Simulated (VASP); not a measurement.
Band structure of O (relaxed from the fcc structure, space group Fm-3m). All values below come from r2SCAN meta-GGA, VASP's PBE PAW potentials (set 64) (plane waves; VASP).

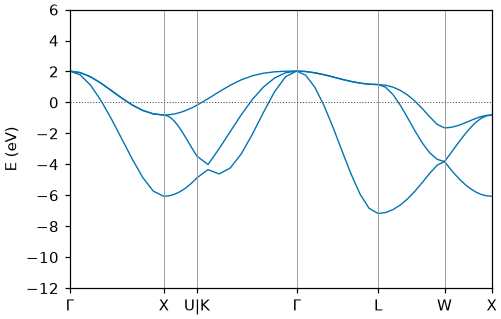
*Bands along high-symmetry lines, zero at the valence-band maximum or, without a gap, the Fermi level*

### Question
Read the plot: is there a gap, and where are the band edges?

### Answer
It has no gap at this level: it comes out as a metal or semimetal.

The structure was generated: O was put into the fcc type (Fm-3m), which need not be its known phase. It was relaxed first.
